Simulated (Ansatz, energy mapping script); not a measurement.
# VCl2O monolayer: exchange couplings from total energies

Aim: the exchange couplings of VCl2O monolayer from the energies of a few collinear orders, and the ordering temperature that they give.

Main program and level: Ansatz 0.2.0; LDA with U = 0.64 eV on V d, ortho-atomic projectors; plane waves, U on orthogonalised atomic orbitals unless named otherwise, collinear spin, no spin–orbit coupling.

### Step 1. Starting point

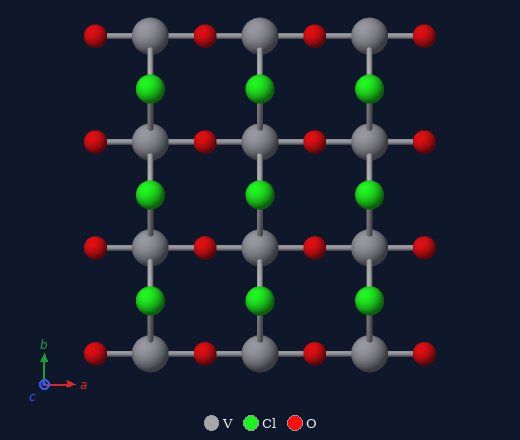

Start, viewed from above; vanadium grey, chlorine green, oxygen red. 3×3×1 cells are drawn. Some periodic images of atoms are drawn too.

The cell holds 4 atoms: 1 V, 2 Cl and 1 O. Cell: a = 3.642 Å, b = 3.518 Å, c = 18.329 Å, α = 90.0°, β = 90.0°, γ = 90.0°. It derives from VCl2O. one layer cut from the bulk crystal, unrelaxed, 15 A of vacuum. Vacuum lies along c.

The cell comes from a database of computed structures, and need not be the one that the compound takes in experiment.

A Hubbard U penalises fractional filling of the shell. It raises the cost of virtual hops to the neighbours, so couplings that rest on such hops usually weaken.

### Step 2. A first run with parallel moments

One run in the crystal's own cell, under LDA with U = 2.56 eV on V d, ortho-atomic projectors, shows which elements keep a moment. Transition or f elements with 0.3 μB or more enter the spin model; moments induced on other atoms do not.

input.yaml

```yaml
crystal:
  lattice:
    - [3.64216, 0.0, 0.0]
    - [0.0, 3.517888, 0.0]
    - [0.0, 0.0, 18.329395]
  atoms:
    - { symbol: V, position: [0.5, 0.0, 0.5], spin: 2.0 }
    - { symbol: Cl, position: [0.5, 0.5, 0.409179] }
    - { symbol: Cl, position: [0.5, 0.5, 0.590821] }
    - { symbol: O, position: [0.0, 0.0, 0.5] }
magnetization:
  spin_polarized: true
kpoints:
  mp_grid: { grid: [7, 7, 1] }
hamiltonian:
  xc: lda
  hubbard:
    sites: [{ species: V, l: d, u_eff: 2.56 }]
    projectors: ortho-atomic
scf:
  occupations: { method: fermi_dirac, width: 0.05 }
output:
  eigenvalues: true
```

On the command line:

```console
$ ansatz run input.yaml --threads 4 --pin off --max-ram 8192MiB --backend cpu --events-out ev --progress --plain --runs-dir out
```

Numbers of over 12 decimals in the logs are rounded to 6 here.

Output:

```text
Engine: ansatz 0.2.0, aarch64-unknown-linux-gnu
Pseudopotentials: kind: paw
Pseudopotential: V, paw, valence charge 13, recommended cutoff 420 eV (normal), V.paw.azcp
Pseudopotential: Cl, paw, valence charge 7, recommended cutoff 420 eV (normal), Cl.paw.azcp
Pseudopotential: O, paw, valence charge 6, recommended cutoff 420 eV (normal), O.paw.azcp
Functional definition: SPW92
  exchange = slater_x
  correlation = pw_c
Crystal: 4 atoms, lattice volume = 234.849 Å³
Basis set: ecut = 420 eV, 4567 PW (Γ)
Bands: 22, of which v1, the nominal top of the filled ones, is band 17 counted from 1 (16 counted from 0)
Symmetry: 8 space group operations
Space group: Pmmm (ITA 47), of the structure as read, at distance tolerance 6.2e-5 Å
Magnetic group: BNS 47.249 (UNI 347), of the structure as read, at distance tolerance 6.2e-5 Å
k-points: 16 of 49
Non-local potential: V, projectors of the file, l = 0: 3, l = 1: 2, l = 2: 3, l = 3: 1
Non-local potential: Cl, projectors of the file, l = 0: 2, l = 1: 2, l = 2: 2
Non-local potential: O, projectors of the file, l = 0: 2, l = 1: 2, l = 2: 1
PAW form: soft (Blöchl's): semilocal exchange-correlation on the pseudo side does not see the compensation charge
PAW frozen core: V, regenerated for the run's functional, and the local potential with it (the file was generated under x = pbe(κ = 0.804, μ = 0.219515), c = pbe(β = 0.066725))
PAW frozen core: Cl, regenerated for the run's functional, and the local potential with it (the file was generated under x = pbe(κ = 0.804, μ = 0.219515), c = pbe(β = 0.066725))
PAW frozen core: O, regenerated for the run's functional, and the local potential with it (the file was generated under x = pbe(κ = 0.804, μ = 0.219515), c = pbe(β = 0.066725))
PAW one-centre angular grid: V, 590 points (default); XC on 64 Gauss nodes
PAW one-centre angular grid: Cl, 110 points (default); XC on 64 Gauss nodes
PAW one-centre angular grid: O, 110 points (default); XC on 64 Gauss nodes
Initial density: superposition of atomic densities (neutral atoms: chi_scale 0, normalization atom)
Starting moments: Σ|m| = 2 μB on 1 of 4 sites
Initial wavefunctions: pseudopotential atomic-orbital guess
Functional: x = slater, c = lda
SCF iter   1: F=—  HF=-5507.381233 eV  |F-HF|=—  |Δ(HF+E_count)|=         —  Δρ=4.85e-2 (↑4.85e-2 ↓3.19e-2)  dr2=1.39e1  dr2_m=8.05e-1  M=1.000 μB ∫|m|=1.416 μB  β_m=0.30  ethr=3.10e-3  ⟨swp⟩=7.9  Hψ=3829  notcnv=0
preconditioner: auto → none  [metal: Δε(μ)=0.026 eV  Ē_g=9.621 eV  σ=0.050 eV  W_gap=0.13  n_scr=30 (ndim 8)  ℏωp=11.6 eV  f_vac=0.650  D(μ)=2.37/eV (n_scr^D=6)  sad-step TF]
[...]
SCF iter  17: F=-5505.129787 eV  HF=-5505.129787 eV  |F-HF|=6.66e-8  |Δ(HF+E_count)|=   1.05e-8  Δρ=2.53e-6 (↑2.53e-6 ↓2.10e-6)  dr2=7.37e-8  dr2_m=1.59e-10  M=1.000 μB ∫|m|=1.447 μB  β_m=1.00  ethr=2.86e-11  ⟨swp⟩=1.0  Hψ=2158  notcnv=0  κ⁻¹=1.0e0(r=1)
iter 18 met the thresholds in force, and the SCF goes on: an eigenvalue changes by 16.64 meV, over its tolerance of 1.00 meV (output.eigenvalues, Limitations)
SCF iter  18: F=-5505.129787 eV  HF=-5505.129787 eV  |F-HF|=4.31e-8  |Δ(HF+E_count)|=   7.28e-9  Δρ=2.48e-6 (↑2.48e-6 ↓1.60e-6)  dr2=4.66e-8  dr2_m=4.51e-10  M=1.000 μB ∫|m|=1.447 μB  β_m=1.00  ethr=2.86e-11  ⟨swp⟩=1.0  Hψ=1993  notcnv=0  κ⁻¹=7.0e-2(r=2)
SCF iter  19: F=-5505.129787 eV  HF=-5505.129787 eV  |F-HF|=7.28e-11  |Δ(HF+E_count)|=   6.35e-9  Δρ=1.07e-7 (↑8.73e-8 ↓1.07e-7)  dr2=8.82e-11  dr2_m=6.53e-12  M=1.000 μB ∫|m|=1.447 μB  ethr=2.86e-11  ⟨swp⟩=1.0  Hψ=1935  notcnv=0
SCF 1 converged in 19 iterations: F = -5505.129787 eV  dr2 = 8.82e-11
[...]
SCF converged after 19 iterations
an eigenvalue changed by more than its tolerance at an iteration that met the thresholds in force, so the SCF went on 4 times, its first undamped step at iteration 16: the last check found none over its tolerance
Magnetization: 1.0000 μB (17.0000 up, 16.0000 down)
Absolute magnetization: 1.4467 μB (∫|ρ↑−ρ↓|, with the PAW one-centre terms)
Spin contamination: 0.0324 ħ² per cell (⟨S²⟩ above its minimum at these occupations)
Per-site moments (μB) at R_I (Å): [(0.850210, 0.7511955), (-0.030651, 0.998990), (-0.030651, 0.998990), (-0.122796, 0.7511955)]
Free energy (F): -5505.129787 eV
Harris-Foulkes:  -5505.129787 eV  (|F-HF|=7.28e-11)
Internal energy: -5505.129763 eV  (E = F + TS)
E sigma→0 (E₀):  -5505.129775 eV
Entropy (-TS):   -0.000024 eV (-0.006 meV/atom)
Fermi energy:    -3.620531 eV
--- Per-component energies (eV) ---
  E_band       = -617.289952
  E_kinetic    = 824.334991
  E_local      = -16552.000916  (includes V_loc(G=0)·N_el)
  E_nonlocal   = 65.416461
  E_hartree    = 7883.534834
  E_xc         = -410.119310
  E_vxc        = -496.365394  (∫ρ·V_xc dr)
  E_hubbard    = 2.143066  (on-site DFT+U / exact-exchange correction)
  E_vhub       = 0.018768  (the Hubbard potential's part of the band-sum identity)
  E_paw        = -2455.516590  (= ΣΔE_a)
  E_vpaw       = -225.767136  (= ΣTr[D̂ρ^β])
  E_aug_tail   = 0.002893  (compensation charges beyond the density's cutoff)
  E_ewald      = 5136.250753
  E_core_change = 0.824055  (= ΣΔE_core)
  E_smearing   = -0.000024  (= −TS)
  E_closure    = -0.000000  (closes the sum)
  Σ components = -5505.129787   (vs F -5505.129787, Δ=0.00e0)
--- Band table (eV; the first three rows and the last of 32) ---
  k-point 0 ↑: bands = [... 13 lower, -4.8869, -4.8651, -4.3672, -4.2625, -3.1781, -2.4984, -1.1628, -1.0360, ... 1 higher]
  k-point 1 ↑: bands = [... 13 lower, -5.0048, -4.6729, -4.4617, -4.1360, -3.0233, -2.6057, -1.2737, -1.0954, ... 1 higher]
  k-point 2 ↑: bands = [... 13 lower, -4.8512, -4.7170, -4.5449, -4.0843, -2.8990, -2.7559, -1.3312, -1.1048, ... 1 higher]
  k-point 15 ↓: bands = [... 13 lower, -5.7981, -5.4623, -4.6196, -0.6007, -0.3157, -0.2539, -0.2479, 1.3815, ... 1 higher]
Occupation matrices written to <dir>
```

The job ended after 6.1 s (4 threads of Arm Neoverse V2, shared host; peak memory 0.58 GiB; 21 s of CPU time).

Spin moment in the sphere by atom:

```
atom  spin moment in the sphere (μB)
  V1                           0.850
 Cl2                          -0.031
 Cl3                          -0.031
  O4                          -0.123
```

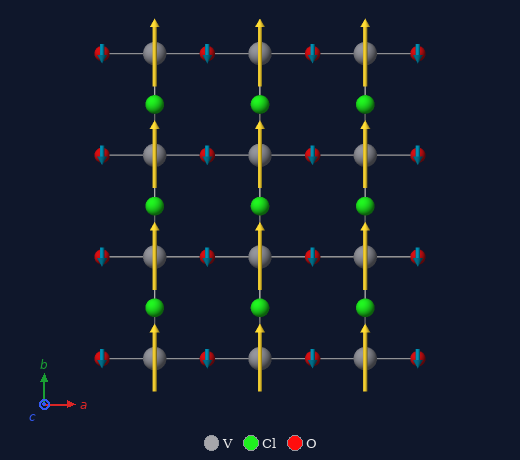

Spin moment in the sphere as arrows, the longest 0.850 μB. Up and down stand for the sign. Arrows give size and sign along the axis of quantisation, drawn up and down the page. Each arrow also spans its atom, so small moments look longer than they are. The two directions have two colours. 3×3×1 cells are drawn. Some periodic images of atoms are drawn too.

The run ends ferromagnetic; V carries the moments.

### Step 3. One set of occupation matrices for all orders

A corrected shell can settle in several orbital fillings. One parallel run, with an occupation width a fifth wider than the orders use, therefore is to supply the occupation matrices. All orders start from them.

input.yaml, the sections that differ from step 2:

```yaml
kpoints:
  mp_grid: { grid: [8, 8, 1] }
hamiltonian:
  xc: lda
  hubbard:
    sites: [{ species: V, l: d, u_eff: 0.64 }]
    projectors: ortho-atomic
scf:
  occupations: { method: fermi_dirac, width: 0.06 }
# crystal, magnetization, output: as in step 2
```

Output:

```text
[...]
Crystal: 4 atoms, lattice volume = 234.849 Å³
Basis set: ecut = 420 eV, 4567 PW (Γ)
Bands: 22, of which v1, the nominal top of the filled ones, is band 17 counted from 1 (16 counted from 0)
Symmetry: 8 space group operations
[...]
k-points: 25 of 64
[...]
Starting moments: Σ|m| = 2 μB on 1 of 4 sites
[...]
SCF iter   1: F=—  HF=-5509.146731 eV  |F-HF|=—  |Δ(HF+E_count)|=         —  Δρ=4.85e-2 (↑4.85e-2 ↓3.03e-2)  dr2=1.27e1  dr2_m=9.01e-1  M=1.000 μB ∫|m|=1.252 μB  β_m=0.30  ethr=3.10e-3  ⟨swp⟩=8.1  Hψ=6056  notcnv=0
[...]
SCF iter  17: F=-5506.773774 eV  HF=-5506.773774 eV  |F-HF|=7.46e-11  |Δ(HF+E_count)|=   7.80e-9  Δρ=3.35e-7 (↑3.35e-7 ↓2.65e-7)  dr2=9.68e-11  dr2_m=1.62e-10  M=1.000 μB ∫|m|=1.360 μB  ethr=1.20e-11  ⟨swp⟩=1.2  Hψ=3452  notcnv=0
SCF 1 converged in 17 iterations: F = -5506.773774 eV  dr2 = 9.68e-11
[...]
SCF converged after 17 iterations
Magnetization: 1.0000 μB (17.0000 up, 16.0000 down)
Absolute magnetization: 1.3595 μB (∫|ρ↑−ρ↓|, with the PAW one-centre terms)
[...]
Per-site moments (μB) at R_I (Å): [(0.811075, 0.7511955), (-0.018245, 0.998990), (-0.018245, 0.998990), (-0.106234, 0.7511955)]
Free energy (F): -5506.773774 eV
[...]
Internal energy: -5506.757813 eV  (E = F + TS)
E sigma→0 (E₀):  -5506.765794 eV
Entropy (-TS):   -0.015960 eV (-3.990 meV/atom)
Fermi energy:    -3.112947 eV
[...]
--- Band table (eV; the first three rows and the last of 50) ---
  k-point 0 ↑: bands = [... 13 lower, -4.9025, -4.3844, -4.2693, -3.8522, -3.2279, -2.5325, -1.0182, -0.9837, ... 1 higher]
  k-point 1 ↑: bands = [... 13 lower, -4.8059, -4.7261, -4.4351, -3.4878, -3.0969, -2.6181, -1.2178, -0.9336, ... 1 higher]
  k-point 2 ↑: bands = [... 13 lower, -4.8439, -4.7771, -4.5619, -3.2244, -2.8587, -2.8530, -1.3484, -0.9189, ... 1 higher]
  k-point 24 ↓: bands = [... 13 lower, -5.9162, -5.5986, -4.6216, -1.1643, -0.3280, -0.2920, -0.2648, 1.4530, ... 1 higher]
Occupation matrices written to <dir>
```

The job ended after 8.2 s (4 threads; peak memory 0.64 GiB).

Read from the output:

```
final state                       : ferromagnetic
electrons in the corrected shells : 3.407 e
largest moment                    : 0.811 μB
```

### Step 4. Run 1 (parallel; cell A, 8 atoms)

The parallel order is the zero of energy for this cell and mesh.

input.yaml

```yaml
crystal:
  lattice:
    - [3.64216, 3.517888, 0.0]
    - [0.0, 7.035776, 0.0]
    - [0.0, 0.0, 18.329395]
  atoms:
    - { symbol: V, position: [0.5, 0.75, 0.5], spin: 2.0 }
    - { symbol: V, position: [0.5, 0.25, 0.5], spin: 2.0 }
    - { symbol: Cl, position: [0.5, 0.0, 0.409179] }
    - { symbol: Cl, position: [0.5, 0.5, 0.409179] }
    - { symbol: Cl, position: [0.5, 0.0, 0.590821] }
    - { symbol: Cl, position: [0.5, 0.5, 0.590821] }
    - { symbol: O, position: [0.0, 0.0, 0.5] }
    - { symbol: O, position: [0.0, 0.5, 0.5] }
magnetization:
  spin_polarized: true
kpoints:
  mp_grid: { grid: [8, 8, 1] }
hamiltonian:
  xc: lda
  hubbard:
    sites:
      - { species: V, l: d, u_eff: 0.64 }
      - { site: 0, l: d, u_eff: 0.64, starting_ns: [{ spin: up, occupation_matrix: v1_major }, { spin: down, occupation_matrix: v1_minor }] }
      - { site: 1, l: d, u_eff: 0.64, starting_ns: [{ spin: up, occupation_matrix: v1_major }, { spin: down, occupation_matrix: v1_minor }] }
    projectors: ortho-atomic
    occupation_matrices:
      v1_major:
        matrix:
          - [0.795, 0.0, 0.0, 0.239, 0.0]
          - [0.0, 0.332, 0.0, 0.0, 0.0]
          - [0.0, 0.0, 0.328, 0.0, 0.0]
          - [0.239, 0.0, 0.0, 0.501, 0.0]
          - [0.0, 0.0, 0.0, 0.0, 0.328]
      v1_minor:
        matrix:
          - [0.135, 0.0, 0.0, -0.1, 0.0]
          - [0.0, 0.219, 0.0, 0.0, 0.0]
          - [0.0, 0.0, 0.278, 0.0, 0.0]
          - [-0.1, 0.0, 0.0, 0.266, 0.0]
          - [0.0, 0.0, 0.0, 0.0, 0.224]
scf:
  occupations: { method: fermi_dirac, width: 0.05 }
output:
  eigenvalues: true
  write_density: true
  write_potential: true
  elf: true
  volumetric_format: npy
```

Output:

```text
[...]
Crystal: 8 atoms, lattice volume = 469.698 Å³
Basis set: ecut = 420 eV, 9179 PW (Γ)
Bands: 43, of which v1, the nominal top of the filled ones, is band 33 counted from 1 (32 counted from 0)
Symmetry: 16 space group operations
[...]
k-points: 21 of 64
[...]
Starting moments: Σ|m| = 4 μB on 2 of 8 sites
[...]
SCF iter   1: F=—  HF=-11018.312257 eV  |F-HF|=—  |Δ(HF+E_count)|=         —  Δρ=4.91e-2 (↑4.91e-2 ↓3.01e-2)  dr2=2.48e1  dr2_m=1.92e0  M=2.000 μB ∫|m|=2.495 μB  β_m=0.30  ethr=3.10e-3  ⟨swp⟩=8.4  Hψ=7929  notcnv=0
[...]
SCF iter  16: F=-11013.538211 eV  HF=-11013.538211 eV  |F-HF|=4.17e-10  |Δ(HF+E_count)|=   7.83e-9  Δρ=2.24e-7 (↑2.24e-7 ↓1.95e-7)  dr2=5.32e-10  dr2_m=3.66e-11  M=2.000 μB ∫|m|=2.707 μB  ethr=5.87e-12  ⟨swp⟩=1.5  Hψ=5040  notcnv=0
SCF 1 converged in 16 iterations: F = -11013.538211 eV  dr2 = 5.32e-10
[...]
WARN: The output density's exchange-correlation potential varies sharply where the density is thin. Do not read a vacuum level from v_tot or v_xc, or from such a field of the output density. On a cell that repeats whose density bears no net charge and no dipole along the vacuum's axis use v_es (v_loc + v_h of the components); under efield.dipole_correction with no amplitude use v_es + v_field, which holds any externa [...]
SCF converged after 16 iterations
Magnetization: 2.0000 μB (34.0000 up, 32.0000 down)
Absolute magnetization: 2.7063 μB (∫|ρ↑−ρ↓|, with the PAW one-centre terms)
[...]
Per-site moments (μB) at R_I (Å): [(0.808724, 0.7511955), (0.808724, 0.7511955), (-0.018163, 0.998990), (-0.018163, 0.998990), (-0.018163, 0.998990), (-0.018163, 0.998990), (-0.103265, 0.7511955), (-0.103265, 0.7511955)]
Free energy (F): -11013.538211 eV
[...]
Internal energy: -11013.513776 eV  (E = F + TS)
E sigma→0 (E₀):  -11013.525994 eV
Entropy (-TS):   -0.024435 eV (-3.054 meV/atom)
Fermi energy:    -3.128017 eV
[...]
--- Specified on-site occupations, and those of the state reported ---
  electrons in the specified blocks: 6.8120 specified, 6.8114 found
  site 0 (l=d) ↑: largest change of an orbital's occupation 0.0110; electrons 2.2840 specified, 2.2821 found; spectral distance 0.0147
[...]
site 0 (l=d) ↓: largest change of an orbital's occupation 0.0010; electrons 1.1220 specified, 1.1237 found; spectral distance 0.0016
[...]
--- Band table (eV; the first three rows and the last of 42) ---
  k-point 0 ↑: bands = [... 29 lower, -4.5967, -4.3868, -4.2711, -3.8550, -3.2667, -3.2215, -2.5338, -1.0155, ... 6 higher]
  k-point 1 ↑: bands = [... 29 lower, -4.6323, -4.6030, -4.3960, -3.7110, -3.2525, -3.0328, -2.5320, -1.0752, ... 6 higher]
  k-point 2 ↑: bands = [... 29 lower, -4.6216, -4.5635, -4.3353, -3.5112, -3.2251, -2.6648, -2.4664, -1.2024, ... 6 higher]
  k-point 20 ↓: bands = [... 29 lower, -4.8115, -4.6783, -4.3544, -2.5680, -1.9845, -1.9202, -1.3025, -0.4395, ... 6 higher]
Occupation matrices written to <dir>
```

Wall time 33 s (4 threads); peak memory 1.6 GiB.

Spin moment in the sphere by atom:

```
atom  spin moment in the sphere (μB)
  V1                           0.809
  V2                           0.809
 Cl3                          -0.018
 Cl4                          -0.018
 Cl5                          -0.018
 Cl6                          -0.018
  O7                          -0.103
  O8                          -0.103
```

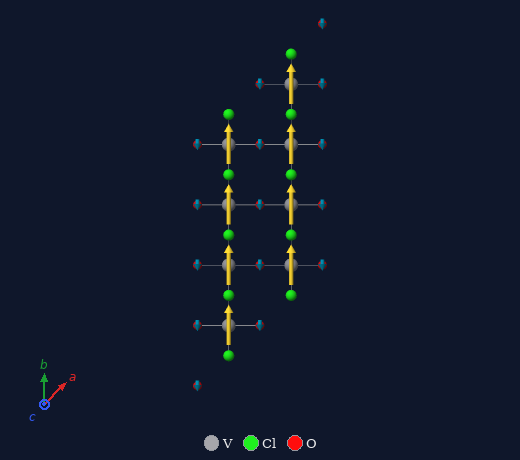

Spin moment in the sphere as arrows, the longest 0.809 μB. Up and down stand for the sign. Arrows give size and sign along the axis of quantisation, drawn up and down the page. Each arrow also spans its atom, so small moments look longer than they are. The two directions have two colours. Bonds to atoms that aren't drawn are left out. 2×2×1 cells are drawn. Some periodic images of atoms are drawn too.

The run ends ferromagnetic.

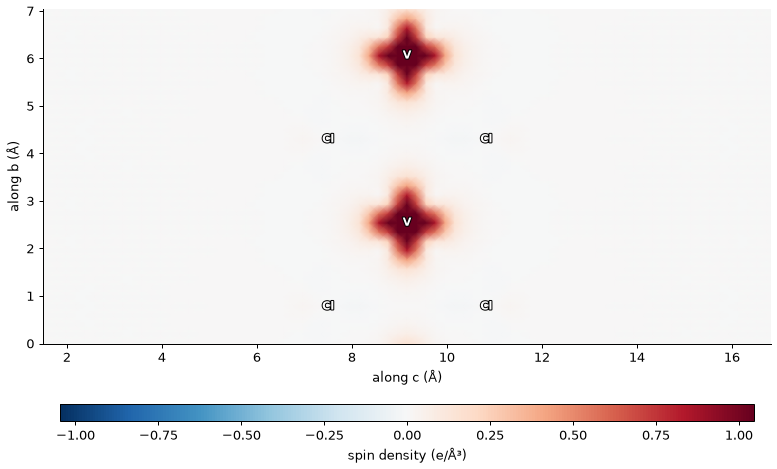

Spin density in the cb plane at fractional x = 0.500, with atoms of V and Cl within 0.2 Å of it. The map starts off the cell's origin, so that atoms lie inside it. The far vacuum is left out of the map.

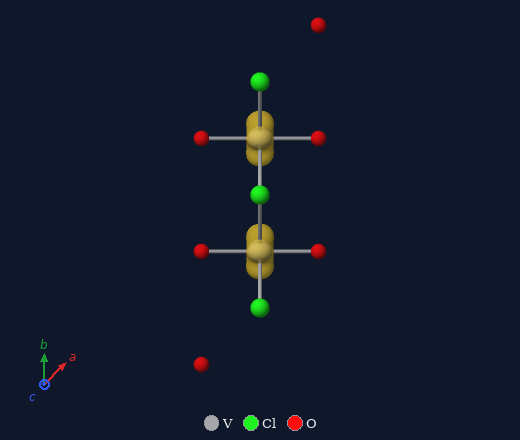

Surface of spin density = 0.28 e/Å³, which holds about 50 % of the integral of its size. Bonds to atoms that aren't drawn are left out.

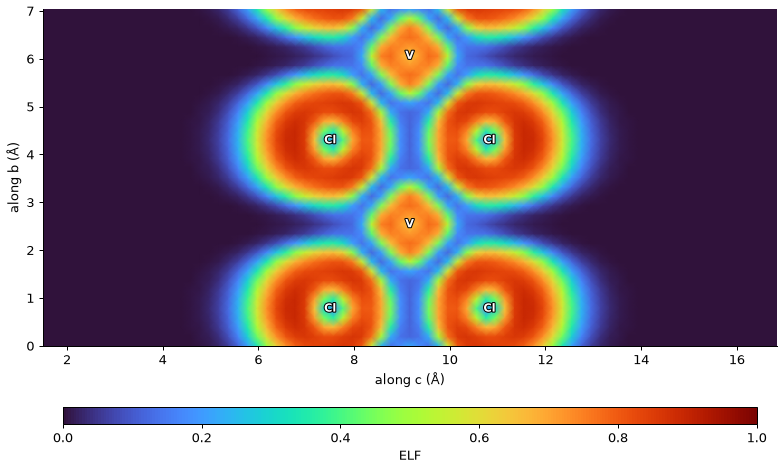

ELF in the cb plane at fractional x = 0.500, with atoms of V and Cl within 0.2 Å of it. It is the smooth field of the valence electrons, not physical close to the nuclei. The map starts off the cell's origin, so that atoms lie inside it. The far vacuum is left out of the map.

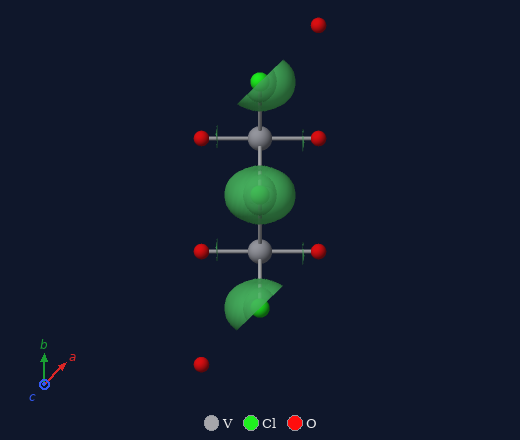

Surface of ELF = 0.83. Bonds to atoms that aren't drawn are left out.

(Part 1 of 3 ends here.)

[Logs and program files are shortened in this print: banners, set-up blocks, solver, clock and traceback lines can be left out without a mark of their own.]

[Logs are printed without paths, hosts, clocks, repeated set-up lines and the standing remarks that a program may print on its own settings, such as how far it seeks lower states.]

[Hosts, paths, dates, database ids (printed as entryN), source tags and the programs' standing remarks are cut or masked in the printed files.]

[Where a cell is said to come from a database of computed structures, the database is the Materials Project.]
